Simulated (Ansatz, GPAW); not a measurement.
# A 7-layer slab of Ir(111): work function by functional and basis, part 3 of 3

How far do functional and basis move the work function of a 7-layer slab of Ir(111)?

GPAW 26.7.0 and Ansatz 0.2.0; Ansatz plane waves; slab in vacuum with a dipole correction, relaxation (the session's first sound run).

So far, upper work function (eV): step 2 (relaxing the atoms, PBE) 5.49; step 6 (self-consistent run: xc = "RPBE") 5.34; step 7 (self-consistent run: xc = "revPBE") 5.36; step 8 (self-consistent run: xc = "vdW-DF2", GPAW, PAW setups, GPAW) 5.71; step 9 (real-space grid: mode = "fd", PBE, GPAW) 5.49.

## 10. Atomic orbitals: mode = "lcao"

Level of this step: GPAW, PAW setups; slab in vacuum (GPAW).

Atom-centred orbitals end a few angstrom from the surface, which tests how much the density's tail matters.

The input, run.py:

```python
import json
import numpy as np
from ase import Atoms
from gpaw import GPAW

slab = Atoms(
    ['Ir', 'Ir', 'Ir', 'Ir', 'Ir', 'Ir', 'Ir'],
    positions=[
        [0.00000, 0.00000, 9.00000],
        [1.35765, 0.78384, 11.21703],
        [2.71529, 1.56767, 13.43405],
        [0.00000, 0.00000, 15.68725],
        [1.35765, 0.78384, 17.93865],
        [2.71529, 1.56767, 20.16979],
        [0.00000, 0.00000, 22.36758]],
    cell=[[2.71529, 0.0, 0.0], [1.35765, 2.35151, 0.0], [0.0, 0.0, 31.30215]],
    pbc=[True, True, False])

slab.calc = GPAW(mode='lcao', basis='dzp', h=0.18, xc='PBE', kpts={'size': (13, 13, 1), 'gamma': True},
                 occupations={'name': 'fermi-dirac', 'width': 0.1}, nbands='120%',
                 convergence={'density': 1e-05}, maxiter=200,
                 poissonsolver={'dipolelayer': 'xy'},
                 symmetry={'tolerance': 1e-3}, txt='slab.txt')
result = {}
energy = slab.get_potential_energy()
fermi = slab.calc.get_fermi_level()
v = slab.calc.get_electrostatic_potential().mean((0, 1)) - fermi
n = slab.calc.get_pseudo_density().mean((0, 1))
L = slab.cell[2, 2]
z = np.arange(len(v)) * L / len(v)
low, high = slab.positions[:, 2].min(), slab.positions[:, 2].max()
below, above = np.interp([low - 6.8, high + 6.8], z, v)
slopes = [np.interp(x, z, np.gradient(v, z)) for x in (low - 6.8, high + 6.8)]
eps = np.array([[slab.calc.get_eigenvalues(k, s) for k in range(len(slab.calc.get_ibz_k_points()))]
                for s in range(slab.calc.get_number_of_spins())]) - fermi
top, bottom = eps[eps < 0].max(), eps[eps > 0].min()
dipole = slab.get_dipole_moment()[2]
print(f'energy {energy:.4f} eV, Fermi level {fermi:.4f} eV, dipole {dipole:.5f} e A')
print(f'potential 6.8 A off the faces, from the Fermi level: lower {below:.4f} eV, upper {above:.4f} eV')
print(f'slope of the potential there: lower {slopes[0]:.5f}, upper {slopes[1]:.5f} eV/A')
print(f'nearest levels on the mesh: {top:.4f} and {bottom:.4f} eV')
print('magnetic moment', round(slab.get_magnetic_moment(), 3))
result.update(energy=energy, fermi=fermi, dipole=dipole, below=below, above=above, slopes=slopes, edges=[top, bottom],
              z=z.tolist(), v=v.tolist(), n=n.tolist(), positions=slab.positions.tolist(),
              forces=slab.get_forces(apply_constraint=False).tolist(), moments=slab.get_magnetic_moments().tolist())
json.dump(result, open('result.json', 'w'))
```

Run with:

```bash
OMP_NUM_THREADS=1 OPENBLAS_NUM_THREADS=1 python run.py
```

Numbers of over 12 decimals in the logs are rounded to 6 here.

Log:

```text
energy -61.3986 eV, Fermi level -5.5450 eV, dipole 0.00038 e A
potential 6.8 A off the faces, from the Fermi level: lower 5.5464 eV, upper 5.5436 eV
slope of the potential there: lower -0.00000, upper -0.00000 eV/A
nearest levels on the mesh: -0.0001 and 0.0173 eV
magnetic moment 0.0
```

Elapsed: 87 min, on 1 thread of Intel Xeon Platinum 8259CL at 2.50GHz (Skylake/Cascade Lake), shared host; peak memory 0.46 GiB.

This step gave:

```
dipole along the normal                    : 3.75e-4 e·Å
levels nearest the Fermi level on the mesh : -1.07e-4, 0.01726 eV from the Fermi level
upper work function                        : 5.544 eV
lower work function                        : 5.546 eV
```

The electrostatic potential energy of an electron (without an applied field's), less the Fermi level, planar mean oscillates, so the rows of the table below give means over windows of 2.18 Å about each position, cut where the curve ends. Its maxima inside the range that stand out by 2 % of the span (Å: eV): 10.1: -1.85, 12.3: -2.12, 14.7: -1.89, 16.8: -1.67, 19.0: -1.94, 21.3: -2.09. Its minima: 9.0: -31.0, 11.2: -31.5, 13.5: -31.4, 15.7: -31.3, 17.9: -31.5, 20.1: -31.2, 22.3: -30.6.

The electrostatic potential energy of an electron (without an applied field's), less the Fermi level, planar mean by z; means over each step:

| z (Å) | electrostatic potential energy of an electron (without an applied field's), less the Fermi level, planar mean (eV) |
| --- | --- |
| 1.09 | 5.55 |
| 3.27 | 5.55 |
| 5.45 | 5.53 |
| 7.63 | -0.492 |
| 9.81 | -14.5 |
| 11.99 | -14.9 |
| 14.17 | -14.5 |
| 16.35 | -14.5 |
| 18.53 | -14.8 |
| 20.71 | -15.1 |
| 22.89 | -12.3 |
| 25.07 | 5.38 |
| 27.25 | 5.54 |
| 29.43 | 5.54 |

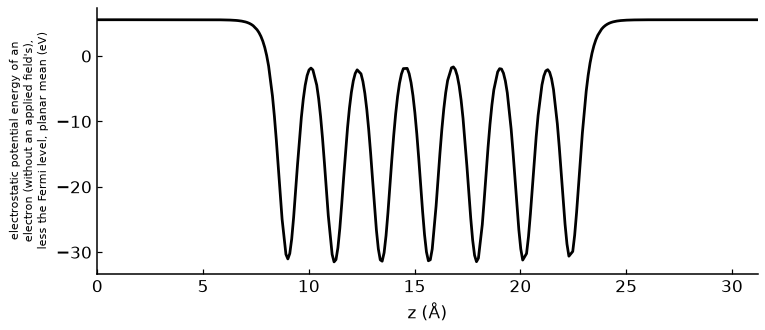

Electrostatic potential energy of an electron (without an applied field's), less the Fermi level, planar mean, plotted against z.

The upper face's work function is 5.544 eV, against 5.487 eV in the first plane-wave PBE run at this geometry.

## 11. The ladder

Times are for 1 thread of Intel Xeon Platinum 8259CL at 2.50GHz (Skylake/Cascade Lake), shared host. The runs compared:

| no. | run | upper work function (eV) | lower work function (eV) | time | memory (GiB) |
| --- | --- | --- | --- | --- | --- |
| 1 | pw | 5.487 | 5.491 | 12 min | 0.31 |
| 2 | LDA | 5.841 | 5.845 | 10 min | 0.31 |
| 3 | optPBE vdW | 5.637 | 5.641 | 9.5 min | 0.45 |
| 4 | RPBE | 5.337 | 5.341 | 9.4 min | 0.31 |
| 5 | revPBE | 5.356 | 5.360 | 9.1 min | 0.31 |
| 6 | vdW DF2 | 5.706 | 5.710 | 11 min | 0.46 |
| 7 | fd | 5.488 | 5.491 | 83 min | 1.2 |
| 8 | lcao | 5.544 | 5.546 | 87 min | 0.46 |

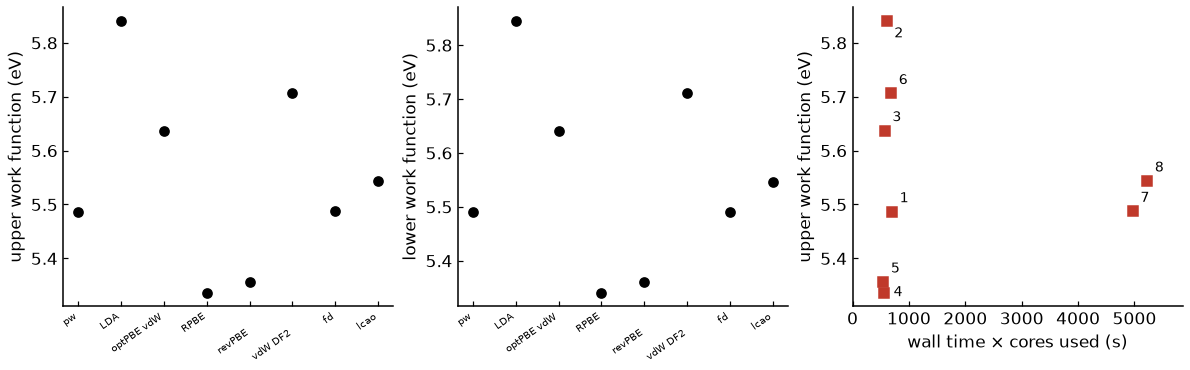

The series as plots; the last panel sets the first result against cost, with the runs numbered as in the table.

## 12. A second plane-wave code

A second program with its own datasets checks the number independently.

This step: Ansatz plane waves; slab in vacuum with a dipole correction (Ansatz 0.2.0).

The input, input.yaml:

```yaml
crystal:
  lattice:
    - [2.7152900398, 0.0, 0.0]
    - [1.3576450199, 2.3515101531, 0.0]
    - [0.0, 0.0, 31.3021502021]
  atoms:
    - { symbol: Ir, position: [0.0, 0.0, 0.2875201845] }
    - { symbol: Ir, position: [0.3333333333, 0.3333333333, 0.3583467896] }
    - { symbol: Ir, position: [0.6666666667, 0.6666666667, 0.4291733948] }
    - { symbol: Ir, position: [0.0, 0.0, 0.5011555954] }
    - { symbol: Ir, position: [0.3333333333, 0.3333333333, 0.5730805268] }
    - { symbol: Ir, position: [0.6666666667, 0.6666666667, 0.6443581124] }
    - { symbol: Ir, position: [0.0, 0.0, 0.7145702122] }
kpoints:
  mp_grid: { grid: [13, 13, 1] }
hamiltonian:
  xc: pbe
scf:
  occupations: { method: fermi_dirac, width: 0.1 }
efield:
  axis: 3
  dipole_correction: true
  ramp_width: 0.05
output:
  forces: true
  write_potential: true
  write_density: true
  volumetric_format: npy
```

Run with:

```bash
ansatz run input.yaml --threads 4 --pin off --max-ram 8192MiB --backend cpu --events-out ev --progress --plain --runs-dir out
```

Log:

```text
[...]
Crystal: 7 atoms, lattice volume = 199.865 Å³
Basis set: ecut = 420 eV, 3927 PW (Γ), exchange–correlation on 40×40×432 points (8 copies of the dense FFT grid, shifted against one another)
Bands: 72, of which v1, the nominal top of the filled ones, is band 60 counted from 1 (59 counted from 0)
Symmetry: 6 space group operations
[...]
k-points: 21 of 169 (time reversal used)
[...]
SCF iter   1: F=—  HF=-83545.497009 eV  |F-HF|=—  |Δ(HF+E_count)|=         —  Δρ=1.08e-2  dr2=5.29e0  ethr=1.77e-3  p=0.000 e·Å  D=3.65e-4 V/Å  ΔV_dip=-0.01 eV  dr2_dipole=1.54e-2  V_vac-E_F(+/−)=5.11/5.12 eV  ⟨swp⟩=8.0  Hψ=6621  notcnv=0  defer=7
[...]
SCF iter   8: F=-83545.448124 eV  HF=-83545.448124 eV  |F-HF|=3.28e-8  |Δ(HF+E_count)|=   3.58e-7  Δρ=3.00e-6  dr2=3.13e-8  ethr=8.40e-11  p=0.000 e·Å  D=1.21e-4 V/Å  ΔV_dip=-0.00 eV  dr2_dipole=7.14e-13  V_vac-E_F(+/−)=5.49/5.49 eV  ⟨swp⟩=19.0  Hψ=13420  notcnv=0
SCF 1 converged in 8 iterations: F = -83545.448124 eV  dr2 = 3.13e-8
[...]
SCF converged after 8 iterations
Free energy (F): -83545.448124 eV
[...]
Internal energy: -83545.189128 eV  (E = F + TS)
E sigma→0 (E₀):  -83545.318626 eV
Entropy (-TS):   -0.258997 eV (-37.000 meV/atom)
Fermi energy:    9.999636 eV
Dipole field:    D = 0.000122 V/Å  (p = 0.000135 e·Å, saw-weighted, corrected)
Work function:   Φ+ = 5.4909 eV   Φ− = 5.4947 eV
[...]
--- Forces (eV/Å), atoms counted from 1 ---
  atom   1  Ir     0.00000000    -0.00000000     0.17408393
  atom   2  Ir    -0.00000000    -0.00000000    -0.29075846
  atom   3  Ir     0.00000000     0.00000000     0.10255319
  atom   4  Ir     0.00000000    -0.00000000     0.00393259
  atom   5  Ir    -0.00000000    -0.00000000    -0.00228452
  atom   6  Ir     0.00000000     0.00000000     0.01328794
  atom   7  Ir     0.00000000     0.00000000    -0.00080973
  max |Σ_I F_I| component: 4.95e-6 eV/Å
--- Band table (eV; the first three rows and the last of 21) ---
  k-point 0: bands = [... 56 lower, 8.7683, 8.7918, 8.7918, 8.9637, 8.9637, 9.3885, 9.3885, 9.7098, ... 8 higher]
  k-point 1: bands = [... 56 lower, 8.4576, 8.7036, 8.7783, 8.9185, 9.0507, 9.0912, 9.2014, 9.4181, ... 8 higher]
  k-point 2: bands = [... 56 lower, 8.1238, 8.2352, 8.3738, 8.6721, 8.7786, 9.0936, 9.4558, 9.4670, ... 8 higher]
  k-point 20: bands = [... 56 lower, 9.7160, 10.0168, 10.2388, 10.4829, 10.5259, 10.5329, 10.7867, 14.5882, ... 8 higher]
```

Wall time 15 s (4 threads); peak memory 0.77 GiB.

In the SCF lines HF is the Harris–Foulkes energy and dr2 the Hartree energy of the density residual, in eV; the loop may stop once dr2 is under the threshold and the program's other checks hold. Hψ counts applications of the Hamiltonian.

Numbers from this step:

```
upper work function     : 5.491 eV
lower work function     : 5.495 eV
dipole along the normal : 1.35e-4 e·Å
dipole field            : 1.22e-4 V/Å
```

The electrostatic potential energy of an electron (with the applied field's), less the Fermi level, planar mean oscillates, so the rows of the table below give means over windows of 2.17 Å about each position, cut where the curve ends. Its maxima inside the range that stand out by 2 % of the span (Å: eV): 10.1: -1.84, 12.3: -2.04, 14.5: -1.83, 16.8: -1.66, 19.0: -2.07, 21.3: -2.02. Its minima: 9.0: -24.4, 11.2: -24.8, 13.5: -24.8, 15.7: -24.8, 18.0: -24.9, 20.1: -24.9, 22.3: -24.3.

Table of electrostatic potential energy of an electron (with the applied field's), less the Fermi level, planar mean by z; means over each step:

| z (Å) | electrostatic potential energy of an electron (with the applied field's), less the Fermi level, planar mean (eV) |
| --- | --- |
| 1.08 | 5.49 |
| 3.25 | 5.49 |
| 5.42 | 5.48 |
| 7.59 | -0.125 |
| 9.77 | -13.1 |
| 11.93 | -13.5 |
| 14.11 | -13.1 |
| 16.27 | -13.2 |
| 18.45 | -13.5 |
| 20.62 | -13.7 |
| 22.79 | -11.5 |
| 24.95 | 5.25 |
| 27.12 | 5.49 |
| 29.30 | 5.49 |

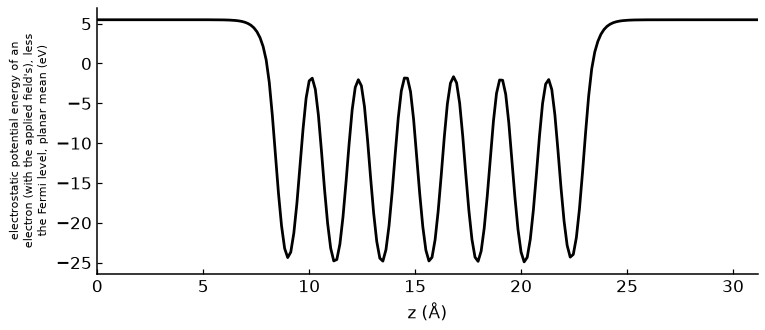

Electrostatic potential energy of an electron (with the applied field's), less the Fermi level, planar mean against z.

The valence density, planar mean oscillates, so the rows of the table below give means over windows of 2.17 Å about each position, cut where the curve ends. Its maxima inside the range that stand out by 2 % of the span (Å: e/Å³): 9.0: 2.21, 11.2: 2.21, 13.5: 2.21, 15.7: 2.21, 18.0: 2.21, 20.1: 2.22, 22.3: 2.20. Its minima: 10.1: 0.383, 12.3: 0.381, 14.5: 0.367, 16.8: 0.362, 19.0: 0.380, 21.3: 0.396.

Table of valence density, planar mean by z; means over each step:

| z (Å) | valence density, planar mean (e/Å³) |
| --- | --- |
| 3.25 | 0 |
| 5.42 | 6.4e-4 |
| 7.59 | 0.312 |
| 9.77 | 1.19 |
| 11.93 | 1.19 |
| 14.11 | 1.17 |
| 16.27 | 1.18 |
| 18.45 | 1.20 |
| 20.62 | 1.22 |
| 22.79 | 1.11 |
| 24.95 | 0.00986 |
| 27.12 | 2.6e-5 |

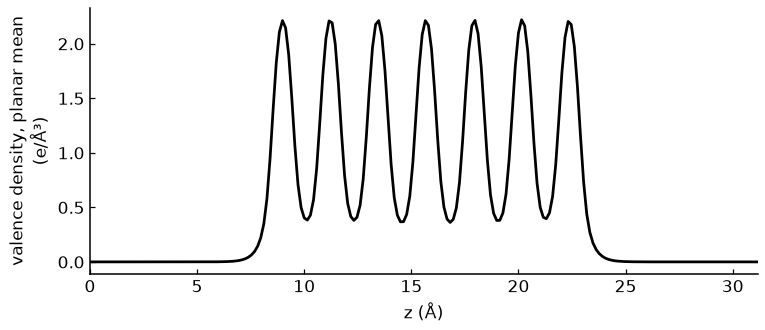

Valence density, planar mean against z.

Force by atom:

| atom | x (eV/Å) | y (eV/Å) | z (eV/Å) | size |
| --- | --- | --- | --- | --- |
| Ir1 | 0.000 | 0.000 | 0.174 | 0.174 |
| Ir2 | 0.000 | 0.000 | -0.291 | 0.291 |
| Ir3 | 0.000 | 0.000 | 0.103 | 0.103 |
| Ir4 | 0.000 | 0.000 | 0.004 | 0.004 |
| Ir5 | 0.000 | 0.000 | -0.002 | 0.002 |
| Ir6 | 0.000 | 0.000 | 0.013 | 0.013 |
| Ir7 | 0.000 | 0.000 | -0.001 | 0.001 |

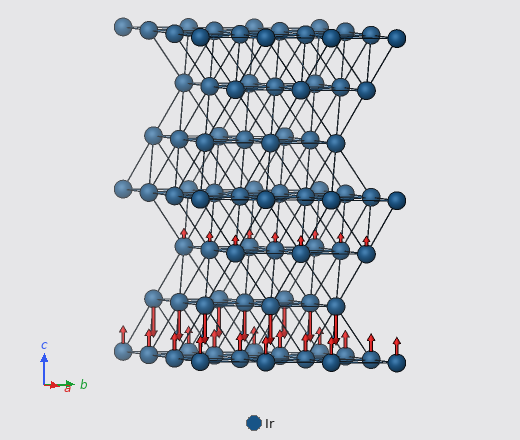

Force as arrows, the longest 0.291 eV/Å. 3×3×1 cells are drawn. Some periodic images of atoms are drawn too.

The upper face's work function is 5.491 eV, against 5.487 eV in the first plane-wave PBE run at this geometry.

## 13. Side by side

Results and costs are gathered.

This step: comparison of work functions, dipole and cost (GPAW 26.7.0).

Ladder, by row:

| step | code | work function, upper (eV) | work function, lower (eV) | dipole (e Å) | wall time (s) | peak memory (GiB) | threads |
| --- | --- | --- | --- | --- | --- | --- | --- |
| pw | GPAW | 5.487 | 5.491 | 4.40e-4 | 700.8 | 0.31 | 1 |
| LDA | GPAW | 5.841 | 5.845 | 4.52e-4 | 605.2 | 0.31 | 1 |
| optPBE-vdW | GPAW | 5.637 | 5.641 | 4.35e-4 | 570.6 | 0.45 | 1 |
| RPBE | GPAW | 5.337 | 5.341 | 4.52e-4 | 565.3 | 0.31 | 1 |
| revPBE | GPAW | 5.356 | 5.36 | 4.24e-4 | 544.6 | 0.31 | 1 |
| vdW-DF2 | GPAW | 5.706 | 5.71 | 4.61e-4 | 684.4 | 0.46 | 1 |
| fd | GPAW | 5.487 | 5.491 | 4.07e-4 | 4971 | 1.16 | 1 |
| lcao | GPAW | 5.544 | 5.546 | 3.75e-4 | 5226 | 0.46 | 1 |
| ansatz | Ansatz | 5.491 | 5.495 | 1.35e-4 | 15.24 | 0.767 | 4 |

## 14. What came out

| Quantity | Value |
| --- | --- |
| work function, both faces | 5.49 eV |
| dipole along the normal | 4.4e-4 e Å, near the numerical noise |

In words: With plane waves and PBE the work function is 5.49 eV on the upper face and 5.49 eV on the lower. The measured value for this face is 5.78 eV (as compiled in "Anisotropic work function of elemental crystals", 2019, arxiv:1902.07811); the relaxed upper face lies 0.29 eV under it with PBE, and LDA comes nearest (5.84 eV). Measured work functions scatter by a tenth of an eV or more between methods. Over the sound runs of the table the upper face's work function spans 5.337 (RPBE) to 5.841 eV (LDA). The two plane-wave codes differ by 0.0041 eV on the upper face. The small printed dipole stands for a step of -12 meV from the lower to the upper face, and the probes find -4.0 meV; values this small are near the numerical noise of both. The in-plane lattice was kept as typed, which isn't the functional's own and leaves some strain; spin-orbit coupling and temperature are left out.

[Logs are printed without paths, hosts, clocks, repeated set-up lines and the standing remarks that a program may print on its own settings, such as how far it seeks lower states.]

[Hosts, paths, dates, database ids (printed as entryN), source tags and the programs' standing remarks are cut or masked in the printed files.]
